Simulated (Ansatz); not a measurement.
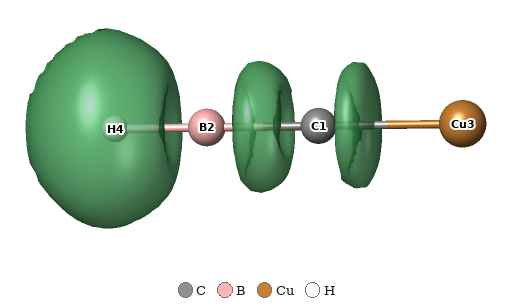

Figure 1: CHBCu (charge +1, triplet). Isosurface of the ELF at 0.8 (green), seen from one side. Only the valence region is drawn (cores and ρ < 0.01 e/Å³ removed).

Geometry: B3LYP-D4/def2-TZVP.

Level of theory: isolated molecule in a Gaussian basis; Kohn-Sham density functional theory, functional PBE0 (Ansatz).

**Identify the bonds, lone pairs and shells in this picture.**

The surface consists of one region between bonded B–C atoms (shared pairs), one region around a hydrogen nucleus and one lobe of the valence shell of C pointing towards Cu (polar bonds). Profiles from the grid: C–B (1.42 Å): the ELF peaks at about 0.95 between the atoms, as expected for localised, covalent bonding. C–Cu (1.84 Å): the ELF peaks at about 0.90 in the valence shell of C, 0.6 Å from its nucleus, and is about 0.30 at the midpoint.
